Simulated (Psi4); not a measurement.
**BH5O (SMILES [H]B([H])([H])<-O) at CCSD/aug-cc-pVDZ**

What is the vertical ionisation energy of BH5O at CCSD/aug-cc-pVDZ? 

Program for the calculation: Psi4 1.11.

### 1 The molecule

BH5O: 7 atoms, total charge 0, spin state singlet. As SMILES, `[H]B([H])([H])<-O`. The coordinates come from a GFN2-xTB relaxation.

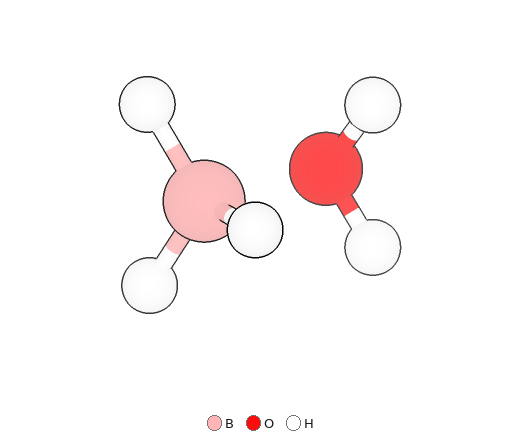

The structure, seen from a chosen angle (boron pink, oxygen red, hydrogen white).

### 2 The energy at CCSD/aug-cc-pVDZ

File calc.in:

```
memory 1600 MB

molecule geom {
  0 1
  B
  O 1 R2
  H 2 R3 1 A3
  H 2 R4 3 A4 1 D4
  H 1 R5 2 A5 4 D5
  H 1 R6 5 A6 2 D6
  H 1 R7 5 A7 6 D7

  R2 = 1.7003
  R3 = 0.962776
  A3 = 102.19607
  R4 = 0.962493
  A4 = 109.56008
  D4 = 107.86434
  R5 = 1.182201
  A5 = 103.69962
  D5 = 64.22196
  R6 = 1.191251
  A6 = 114.22122
  D6 = 112.80721
  R7 = 1.182121
  A7 = 114.84478
  D7 = 134.7818
  symmetry c1
}

set globals {
  basis aug-cc-pVDZ
  reference rhf
  puream true
  e_convergence 1e-09
  d_convergence 1e-08
  scf_type pk
  num_frozen_docc 2
}

energy('ccsd')
```

Run with:

```sh
psi4 calc.in calc.out -n 1
```

calc.out:

```text
[...]
  Running in c1 symmetry.
[...]
  Nuclear repulsion =   38.322879347361798
[...]
  Multiplicity = 1
[...]
  Nalpha       = 9
  Nbeta        = 9
[...]
    Number of basis functions: 91
[...]
   @RHF iter   1:  -102.35509921605087   -6.78203e-01   4.17536e-03 ADIIS/DIIS
[...]
   @RHF iter  11:  -102.43726559409281   -1.84741e-12   2.42077e-09 DIIS
[...]
    Orbital Energies [Eh]
    ---------------------
    Doubly Occupied:
       1A    -20.671982     2A     -7.559403     3A     -1.459879
       4A     -0.822117     5A     -0.750451     6A     -0.664061
       7A     -0.566773     8A     -0.440780     9A     -0.434009
[...]
  @RHF Final Energy:  -102.43726559409281
   => Energetics <=
    Nuclear Repulsion Energy =             38.3228793473617984
    One-Electron Energy =                -214.7813783393618223
    Two-Electron Energy =                  74.0212333979072099
    Total Energy =                       -102.4372655940928070
[...]
 Multipole Moments:
 ------------------------------------------------------------------------------------
     Multipole            Electronic (a.u.)      Nuclear  (a.u.)        Total (a.u.)
 ------------------------------------------------------------------------------------
 L = 1.  Multiply by 2.5417464519 to convert [e a0] to [Debye]
 Dipole X            :          0.1400352           -0.7155452           -0.5755100
 Dipole Y            :          0.0912547           -0.4698746           -0.3786200
 Dipole Z            :          2.2128262           -0.7422208            1.4706054
 Magnitude           :                                                    1.6239597
[...]
      * MP2 total energy                      = -102.765839729025203
[...]
      * CCSD total energy                     = -102.795308481440827
[...]
```

Wall time 30 s (1 thread of Intel Xeon Platinum 8259CL at 2.50GHz (Skylake/Cascade Lake), shared host); peak memory 0.88 GiB.

### 3 The doublet cation

File job.inp:

```
memory 1600 MB

molecule molecule1 {
  1 2
  B
  O 1 1.7003
  H 2 0.962776 1 102.19607
  H 2 0.962493 3 109.56008 1 107.86434
  H 1 1.182201 2 103.69962 4 64.22196
  H 1 1.191251 5 114.22122 2 112.80721
  H 1 1.182121 5 114.84478 6 134.7818
  units angstrom
  symmetry c1
}

set basis aug-cc-pVDZ
set reference uhf
set puream true
set e_convergence 1e-09
set d_convergence 1e-08
set scf_type pk
set num_frozen_docc 2
set maxiter 200

e, wfn = energy("ccsd", return_wfn=True)
```

Run with:

```sh
psi4 job.inp job.out -n 1
```

job.out:

```text
[...]
  Running in c1 symmetry.
[...]
  Nuclear repulsion =   38.322879347361798
[...]
  Multiplicity = 2
[...]
  Nalpha       = 9
  Nbeta        = 8
[...]
    Number of basis functions: 91
[...]
   @UHF iter   1:  -101.97152765822688   -2.94631e-01   3.52219e-03 ADIIS/DIIS
[...]
   @UHF iter  19:  -102.05049093168350   -1.79895e-10   8.16006e-09 DIIS
[...]
   @S^2 Observed:                7.653771503E-01
[...]
    Orbital Energies [Eh]
    ---------------------
    Alpha Occupied:
       1A    -20.923565     2A     -7.909520     3A     -1.706680
       4A     -1.086998     5A     -1.063048     6A     -0.952874
       7A     -0.858103     8A     -0.820309     9A     -0.757108
    Alpha Virtual:
      10A     -0.137542    11A     -0.092782    12A     -0.089864
      13A     -0.070338    14A     -0.052574    15A     -0.045927
      16A     -0.038449    17A     -0.027570    18A     -0.018688
      19A     -0.001386    20A      0.013718    21A      0.019395
      22A      0.043878    23A      0.074139    24A      0.080793
      25A      0.092721    26A      0.103012    27A      0.103405
[...]
  @UHF Final Energy:  -102.05049093168350
   => Energetics <=
    Nuclear Repulsion Energy =             38.3228793473617984
    One-Electron Energy =                -209.6486586802475358
    Two-Electron Energy =                  69.2752884012022321
    Total Energy =                       -102.0504909316834983
  UHF NO Occupations:
  HONO-2 :    7  A 1.9984648
  HONO-1 :    8  A 1.9940464
[...]
 Multipole Moments:
 ------------------------------------------------------------------------------------
     Multipole            Electronic (a.u.)      Nuclear  (a.u.)        Total (a.u.)
 ------------------------------------------------------------------------------------
 L = 1.  Multiply by 2.5417464519 to convert [e a0] to [Debye]
 Dipole X            :         -0.2902983           -0.7155452           -1.0058435
 Dipole Y            :         -0.1666717           -0.4698746           -0.6365463
 Dipole Z            :          0.5160209           -0.7422208           -0.2261999
 Magnitude           :                                                    1.2116430
[...]
      * MP2 total energy                      = -102.354248477042461
[...]
      * CCSD total energy                     = -102.382757344735495
[...]
```

Wall time 98 s (1 thread of Intel Xeon Platinum 8259CL at 2.50GHz (Skylake/Cascade Lake), shared host); peak memory 0.93 GiB.

### 4 Results

At CCSD/aug-cc-pVDZ, 2 core orbitals frozen:

| quantity | value |
| --- | --- |
| singlet BH5O: total energy | -102.79531 Eh |
| singlet BH5O: HOMO energy (Hartree–Fock orbitals) | -11.81 eV |
| singlet BH5O: LUMO energy (Hartree–Fock orbitals) | 0.55 eV |
| singlet BH5O: HOMO–LUMO gap (Hartree–Fock orbitals) | 12.36 eV |
| singlet BH5O: correlation energy (2 core orbitals frozen) | -358.0 mEh |
| singlet BH5O: T1 diagnostic | 0.010 |
| doublet cation: total energy | -102.38276 Eh |
| doublet cation: HOMO energy (Hartree–Fock orbitals) (highest over α and β) | -19.68 eV |
| doublet cation: LUMO energy (Hartree–Fock orbitals) (lowest over α and β) | -9.33 eV |
| doublet cation: correlation energy (2 core orbitals frozen) | -332.3 mEh |
| doublet cation: ⟨S²⟩ of the reference determinant | 0.765 |
| doublet cation: T1 diagnostic | 0.031 |
| vertical ionisation energy (to the doublet cation) | 11.226 eV |

Removing an electron at fixed nuclei costs 11.23 eV (1083 kJ/mol).
